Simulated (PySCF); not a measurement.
**C₃H₉N₃Si₂: density, localisation and related maps**

The calculation's input:

```
{"job": {"kind": "nmr", "xc": "PBE0", "basis": "pcSseg-1"}, "charge": 0, "multiplicity": 1}
N      0.059958     1.361955     3.539574
C     -0.076390     1.291853     2.404785
Si    -0.224010     1.233394     0.540668
N     -1.775465     0.614009     0.156736
C     -1.684012    -0.381237    -0.890601
C     -0.338435    -1.071913    -0.681921
N      0.610526    -0.080917    -0.209798
Si     2.293937    -0.478031    -0.187021
H      0.233734     2.512456    -0.004851
H     -2.627032     1.148585     0.154248
H     -2.508356    -1.095130    -0.808386
H     -1.720423     0.078327    -1.887966
H      0.019218    -1.521818    -1.611553
H     -0.447236    -1.871527     0.060767
H      2.561827    -1.580168     0.744582
H      2.970232     0.748424     0.219997
H      2.644929    -0.896232    -1.549168
```

Run with:

```sh
OMP_NUM_THREADS=1 python probes_run.py task.json out
```

Geometry: GFN2-xTB.

Computed with PBE0/pcSseg-1, SCF density, gas phase, non-relativistic (PySCF 2.14.0).

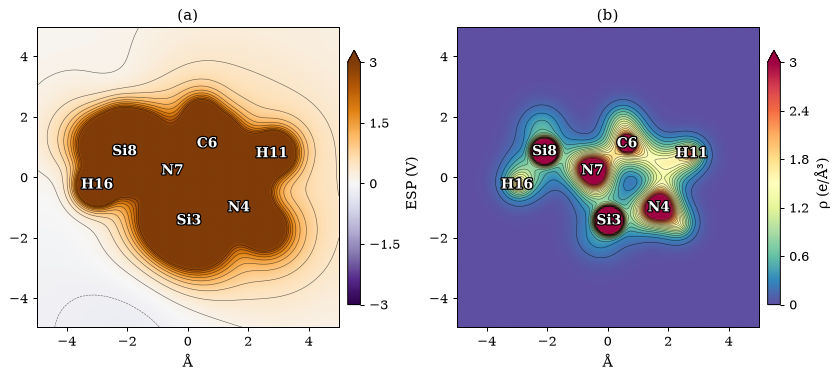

Figure 1. (a) electrostatic potential; (b) electron density on the plane of atoms N4, Si3 and N7.

**Read the bonding off the picture.**

The plane passes through Si, N, C and H nuclei. Si–N (1.71 Å): the density is about 1.1 e/Å³ at the midpoint. Si–H (1.46 Å): ρ is about 0.82 e/Å³ halfway. The potential has no marked negative region in this plane.

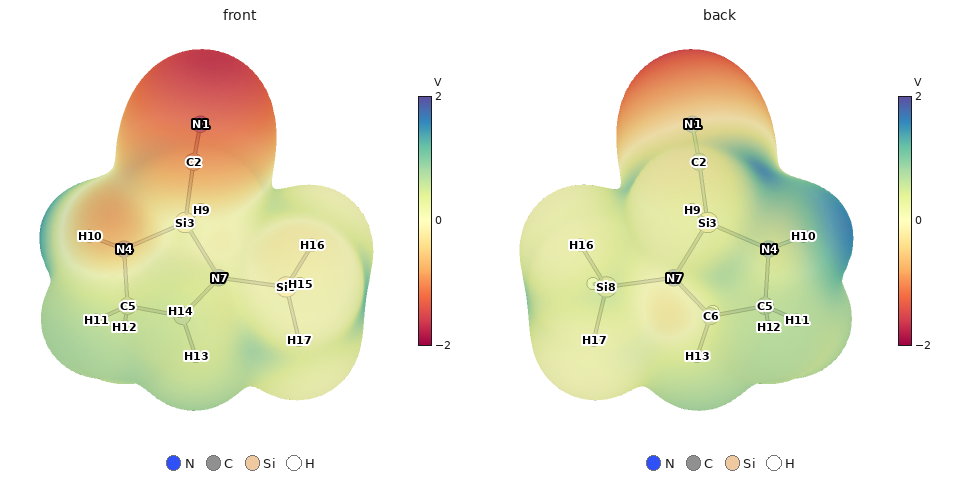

Figure 2. The molecular electrostatic potential painted on the density surface at 0.001 e/bohr³, seen from the front and from behind; red is negative and blue positive.

**Describe the electrostatic potential map.**

The most negative region (about −1.7 V) lies over N1, the most positive (about +1.6 V) over Si3 and H10. N1 is the likeliest acceptor of a hydrogen bond.

**How polar is the molecule by this calculation?**

Its dipole moment is 4.64 D.
